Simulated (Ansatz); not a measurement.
# Niobium, bcc under PBE: testing the plane-wave cutoff

How high must the plane-wave cutoff be for energy and pressure to settle? The geometry was relaxed under PBE beforehand and stays fixed; 9 values are run, from 150 to 800 eV. Wanted are the values from which on the energy stays within 10 and 1 meV/atom, and the pressure within 0.5 GPa, of the last run. Within the series other settings stay. Spin polarisation is left out.

Program: Ansatz 0.2.0. Level of theory: DFT PBE, plane waves with PAW, scalar-relativistic. These are calculated values, not measurements.

## Step 1: Starting point

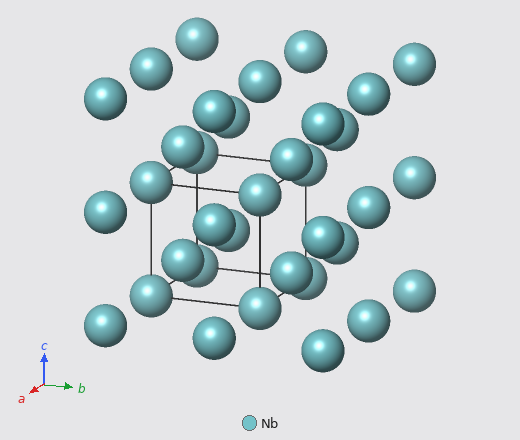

The structure, seen slightly off an axis (niobium teal). 2×2×2 conventional cells are drawn; the run uses a primitive one. Any atoms on the faces are drawn again on the opposite ones.

Structure file:

```
CELL_PARAMETERS angstrom
-1.65480 1.65480 1.65480
1.65480 -1.65480 1.65480
1.65480 1.65480 -1.65480
ATOMIC_POSITIONS crystal
Nb 0.00000 0.00000 0.00000
```

## Step 2: A run at the usual settings, for scale

Contents of input.yaml:

```yaml
crystal:
  lattice:
    - [-1.6547957147, 1.6547957147, 1.6547957147]
    - [1.6547957147, -1.6547957147, 1.6547957147]
    - [1.6547957147, 1.6547957147, -1.6547957147]
  atoms:
    - { symbol: Nb, position: [0.0, 0.0, 0.0] }
hamiltonian:
  xc: pbe
  pseudopotentials:
    kind: paw
    azcp:
      Nb: "pseudopotentials/Nb.paw.azcp"
basis:
  ecutwfc: 420
  fft_grid_basis: typed
kpoints:
  mp_grid: { grid: [22, 22, 22], shift: [0, 0, 0] }
magnetization:
  spin_polarized: false
scf:
  occupations: { method: fermi_dirac, width: 0.1 }
  lower_state_search: "off"
output:
  stress: true
```

Run with:

```
$ ansatz run input.yaml --threads 1 --pin off --max-ram 3584MiB --backend cpu --events-out ev --progress --plain --runs-dir out
```

## Step 3: Cutoff 150 eV

The run at 150 eV.

Changes to input.yaml since step 2:

```diff
@@ -14,6 +14,6 @@
 basis:
-  ecutwfc: 420
+  ecutwfc: 150
   fft_grid_basis: typed
 kpoints:
-  mp_grid: { grid: [22, 22, 22], shift: [0, 0, 0] }
+  mp_grid: { grid: [13, 13, 13], shift: [0, 0, 0] }
 magnetization:
```

## Step 4: Cutoff 200 eV

The run at 200 eV.

Changes to input.yaml since step 3:

```diff
@@ -14,3 +14,3 @@
 basis:
-  ecutwfc: 150
+  ecutwfc: 200
   fft_grid_basis: typed
```

## Step 5: Cutoff 250 eV

The run at 250 eV.

Changes to input.yaml since step 4:

```diff
@@ -14,3 +14,3 @@
 basis:
-  ecutwfc: 200
+  ecutwfc: 250
   fft_grid_basis: typed
```

## Step 6: Cutoff 300 eV

The run at 300 eV.

Changes to input.yaml since step 5:

```diff
@@ -14,3 +14,3 @@
 basis:
-  ecutwfc: 250
+  ecutwfc: 300
   fft_grid_basis: typed
```

## Step 7: Cutoff 350 eV

The run at 350 eV.

Changes to input.yaml since step 6:

```diff
@@ -14,3 +14,3 @@
 basis:
-  ecutwfc: 300
+  ecutwfc: 350
   fft_grid_basis: typed
```

## Step 8: Cutoff 420 eV

The run at 420 eV.

Changes to input.yaml since step 7:

```diff
@@ -14,3 +14,3 @@
 basis:
-  ecutwfc: 350
+  ecutwfc: 420
   fft_grid_basis: typed
```

## Step 9: Cutoff 500 eV

The run at 500 eV.

Changes to input.yaml since step 8:

```diff
@@ -14,3 +14,3 @@
 basis:
-  ecutwfc: 420
+  ecutwfc: 500
   fft_grid_basis: typed
```

## Step 10: Cutoff 600 eV

The run at 600 eV.

Changes to input.yaml since step 9:

```diff
@@ -14,3 +14,3 @@
 basis:
-  ecutwfc: 500
+  ecutwfc: 600
   fft_grid_basis: typed
```

## Step 11: Cutoff 800 eV

The run at 800 eV.

Changes to input.yaml since step 10:

```diff
@@ -14,3 +14,3 @@
 basis:
-  ecutwfc: 600
+  ecutwfc: 800
   fft_grid_basis: typed
```

(Steps that only read results are left out.)

**Question.** What will these runs give?

**Answer**, as computed:

```
                                                                      quantity                                value
                                   E(σ → 0) stays within 10 meV/atom of 800 eV                       from 350 eV on
                                              E(σ → 0) stays within 1 meV/atom                       from 420 eV on
                                                 pressure stays within 0.5 GPa                       from 250 eV on
                                                            pressure at 800 eV                            -0.04 GPa
                                               CPU time, dearest over cheapest                                    3
run at the usual settings (mesh 22×22×22 against the series' 13×13×13, 420 eV)  +4.7 meV/atom from 800 eV, 0.30 GPa
```

What this shows: The far end, 150 eV, lies +12491 meV/atom and -18.9 GPa from the yardstick. The energy falls at each step up in cutoff, as the variational principle asks. 1 meV/atom is reached at 420 eV; energy differences often converge earlier, as errors cancel.
